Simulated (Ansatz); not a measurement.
# Single-point calculation of C3H7FOSn

- system: C3H7FOSn, SMILES CC(C)[O][Sn][F]
- method: RKS PBE0-D4/def2-TZVPP (Ansatz 0.2.0)

The geometry comes from this level: PBE0-D4/def2-TZVP.

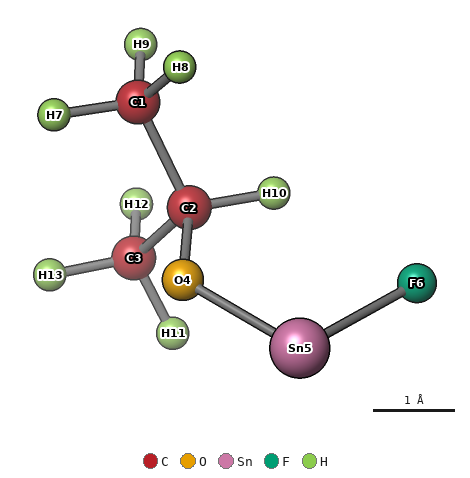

The structure as given in the input (ball-and-stick view, seen at a tilt; atoms are numbered from 1 in the order of the input). Sticks mark near contacts.

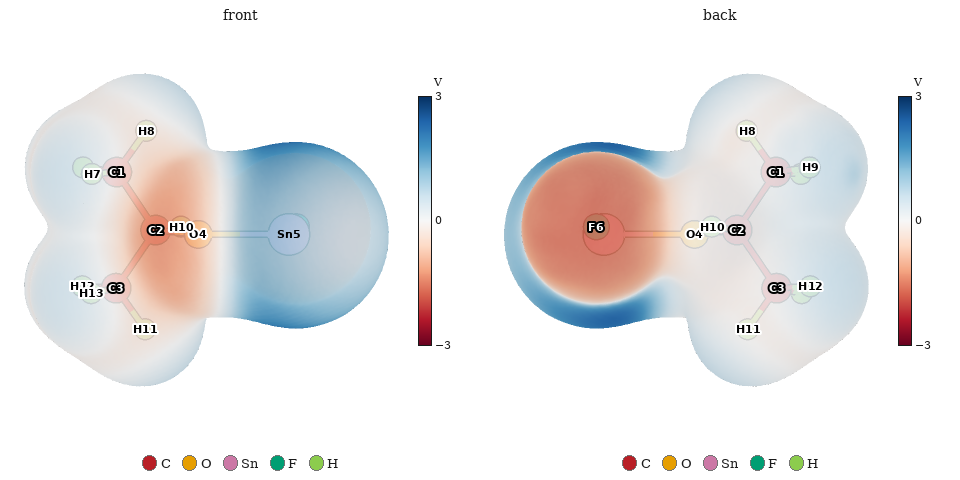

The molecular electrostatic potential painted on the density surface at 0.002 e/bohr³, seen face on and from behind; the colour scale runs from red (negative) to blue (positive). A positive charge is drawn to the negative regions and a negative charge to the positive ones.

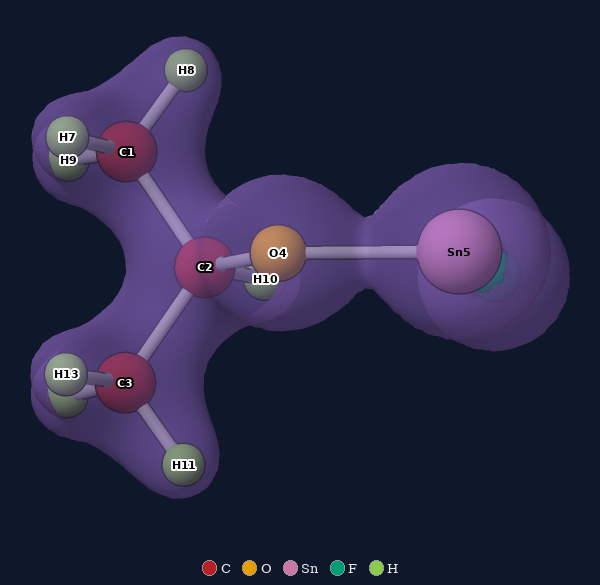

Isosurface of the electron density at 0.6 e/Å³ (purple), seen face on. At this value the surface is in one piece. On the grid the lowest density along these lines, outside the cores, is 1.7 e/Å³ (C–O, 1.42 Å), 1.7 e/Å³ (C–C, 1.52 Å), 0.76 e/Å³ (Sn–F, 1.95 Å) and 0.82 e/Å³ (Sn–O, 1.96 Å).

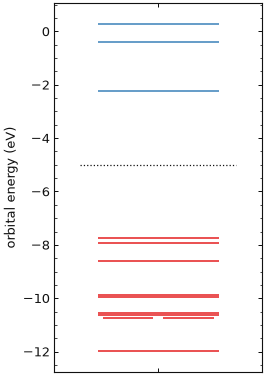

Orbital energies near the frontier; the dotted line parts filled from empty levels, and levels within 0.02 eV of each other stand side by side. Highest filled −7.74 eV, lowest empty −2.25 eV, 5.49 eV apart.

The input that produced these results follows, with the program's output.

## Input
```yaml
crystal:
  periodic: [false, false, false]
  atoms:
    - {symbol: C, position_ang: [-1.433926, -0.380986, 0.060347]}
    - {symbol: C, position_ang: [0.029733, -0.013016, -0.085595]}
    - {symbol: C, position_ang: [0.915452, -0.829832, 0.834885]}
    - {symbol: O, position_ang: [0.187778, 1.361216, 0.232205]}
    - {symbol: Sn, position_ang: [0.835128, 2.815072, -0.907032]}
    - {symbol: F, position_ang: [1.142273, 1.724761, -2.497494]}
    - {symbol: H, position_ang: [-1.770428, -0.192045, 1.082957]}
    - {symbol: H, position_ang: [-2.049605, 0.212427, -0.619043]}
    - {symbol: H, position_ang: [-1.592662, -1.437736, -0.168964]}
    - {symbol: H, position_ang: [0.338155, -0.190019, -1.123987]}
    - {symbol: H, position_ang: [1.964224, -0.554642, 0.704015]}
    - {symbol: H, position_ang: [0.813061, -1.897404, 0.624426]}
    - {symbol: H, position_ang: [0.641218, -0.652496, 1.877979]}
basis:
  gaussian: {orbitals: def2-TZVPP}
hamiltonian: {xc: pbe0, dispersion: d4}
output: {orbitals: {seedname: orbitals}}
```

Launch command:
```bash
ansatz run in.yaml --threads 4 --pin off --events-out ev --progress --plain --max-ram 11315MiB
```

## Output
```
Functional definition: PBE0
  name "PBE0"
  cite "Adamo & Barone, J. Chem. Phys. 110, 6158 (1999) doi:10.1063/1.478522"
  cite "Perdew, Burke & Ernzerhof, Phys. Rev. Lett. 77, 3865 (1996) doi:10.1103/PhysRevLett.77.3865"
  parent pbe
  parameter a = 0.25
  parameter kappa = 0.804
  parameter beta = 0.06672455060314922
  exchange = (1 - a)*pbe_x(kappa = kappa, mu = beta*pi^2/3) + a*exact_x
  correlation = pbe_c(beta = beta)
1721 factors; their error is unknown
mean field evaluation 1: about -13803.1979 eV, gradient 8.3e1 eV
mean field evaluation 2: about -13738.0616 eV, gradient 1.8e2 eV
mean field evaluation 4: about -13817.1655 eV, gradient 1.2e1 eV
mean field evaluation 8: about -13817.4093 eV, gradient 1.4e-1 eV
mean field evaluation 16: about -13817.4880 eV, gradient 8.1e-4 eV
mean field -13817.48797376 eV, -507.7833172061 hartree, gradient 2.3e-5 eV, S^2 0.000000; 0 other end points of the search recorded, 0 dependent functions left out
reference -13817.48801349 eV, -507.7833186659 hartree; 32, 32 occupied and 271, 271 virtual orbitals, 1721 factors
Total energy: -13817.74400161 eV, -507.7927260560 hartree
```

## Results in brief

- outcome: converged
- total energy: −13817.7440 eV
- mean-field energy: −13817.4880 eV
- dispersion energy: −0.2560 eV
- SCF solution under orbital rotations: stable
- HOMO: −7.74 eV
- LUMO: −2.25 eV
- hardware: 4 threads of Arm Neoverse V1, 23 GiB of memory available, shared host
- wall time: 6 s (CPU time 21 s)
- peak memory: 0.95 GiB
